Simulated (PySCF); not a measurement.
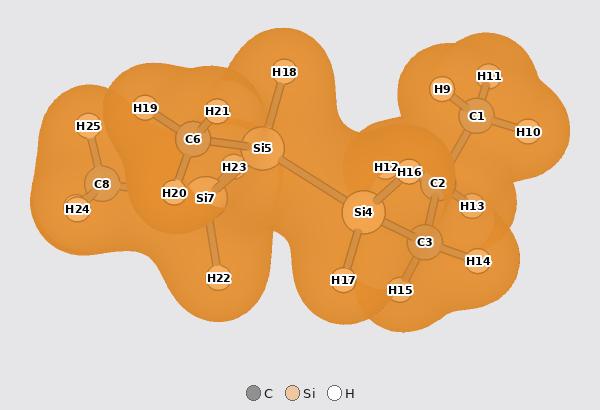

Figure 1: C$_{5}$H$_{18}$Si$_{3}$. Isosurface of the electron density at 0.1 e/Å³ (orange), seen from one side.

Geometry: GFN2-xTB.

All numbers below come from PBE0/pcSseg-1, SCF density, gas phase, non-relativistic (PySCF).

The calculation's input:

```
{"job": {"kind": "nmr", "xc": "PBE0", "basis": "pcSseg-1"}, "charge": 0, "multiplicity": 1}
C     -3.244332    -0.156785     0.823417
C     -2.490903    -0.815270    -0.323650
C     -2.046677     0.189439    -1.381201
Si    -0.855677     1.534084    -0.741828
Si     0.774549     0.556901     0.600575
C      2.147800     1.854601     0.880853
Si     1.705722    -1.433236    -0.181891
C      3.548895    -1.589254     0.261726
H     -2.597784     0.531883     1.362243
H     -4.097879     0.400754     0.443646
H     -3.607163    -0.905436     1.524251
H     -1.614132    -1.338546     0.070056
H     -3.138212    -1.565899    -0.787356
H     -2.930720     0.657296    -1.817201
H     -1.558754    -0.355639    -2.191549
H     -1.653405     2.589665    -0.093704
H     -0.304675     2.191419    -1.940353
H      0.221202     0.325455     1.957661
H      2.929880     1.481565     1.535836
H      2.615132     2.140177    -0.057476
H      1.747991     2.757894     1.332332
H      1.604183    -1.545811    -1.646993
H      1.027129    -2.626249     0.349994
H      4.124013    -0.773020    -0.166465
H      3.698820    -1.565012     1.337524
H      3.973951    -2.518362    -0.107332
```

Command:

```sh
OMP_NUM_THREADS=1 python probes_run.py task.json out
```

What does this surface tell about the bonding?

Answer. At this value the surface is in one piece. It bridges the sampled C–C (1.52 Å), C–Si (1.90 Å), Si–Si (2.33 Å) and C–H (1.09 Å) contacts, where the density stays above the isovalue. On the grid the lowest density along these lines, outside the cores, is 1.6 e/Å³ (C–C, 1.52 Å), 0.75 e/Å³ (C–Si, 1.90 Å), 0.64 e/Å³ (Si–Si, 2.33 Å) and 1.8 e/Å³ (C–H, 1.09 Å).
